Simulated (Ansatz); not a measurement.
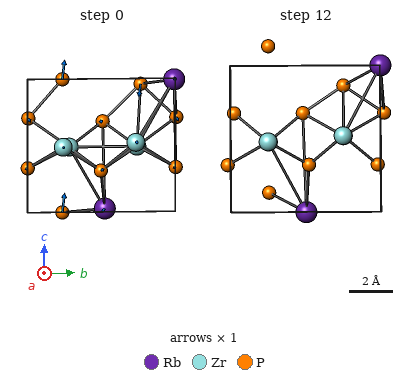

The structure of solid RbZr2P3 (built on the CeAl2Cu3-65 type type) before (left) and after (right) a relaxation, at one scale. The blue arrows give the displacements (the part carried along by the change of the cell is left out), at their true length.

The picture is a ball-and-stick view of the cell of the calculation, reduced to other axes, seen along the a axis. Lengths and directions refer to the drawn axes.

Case: shaken.

The calculation used DFT, PBEsol, plane waves, PAW (Ansatz 0.2.0). Settings: plane-wave cutoff 420 eV; k-point mesh 4 × 4 × 4; occupations fermi dirac; smearing width 0.05 eV; no spin polarisation; cell and atoms relaxed; force threshold 0.01 eV/Å; at most 120 steps.

Summarise the run.

Over 10 accepted moves (12 points after the start) the energy falls by 2.193 eV per cell of the calculation. Largest force component: 2.7 eV/Å at the start, 0.0057 eV/Å at the end. The pressure goes from 3.24 to 0.01 GPa. The SCF was repeated twice at an unchanged geometry on a basis and grid sized afresh for the cell, which shifted the energy by 9.1 meV per cell of the calculation at most. The atom that moves furthest relative to the cell is a P atom (0.95 Å roughly along [−2 0 3]). Largest moves by element: P 0.95 Å, Zr 0.27 Å, Rb 0.23 Å. The drawn cell changes as follows: a 6.188 → 6.049 Å (−2.2 %), b 6.904 → 6.999 Å (+1.4 %), c 6.924 → 7.463 Å (+7.8 %), α 89.2° → 90.0°, β 63.8° → 66.1°, γ 89.4° → 90.0°; the volume changes by +8.9 %. Some distances before and after: P–P 2.428 → 3.513 Å, P–P 2.715 → 3.512 Å, P–Zr 3.482 → 2.775 Å, P–P 2.847 → 3.513 Å. The space group (tolerance 0.01 Å) goes from P1 (No. 1) to Cmcm (No. 63). Cost: 69 s on 1 × NVIDIA H100 80GB HBM3 with 2 threads of AMD EPYC 7R13 Processor (Zen 3), with other jobs on the host, peak memory 1.4 GiB.
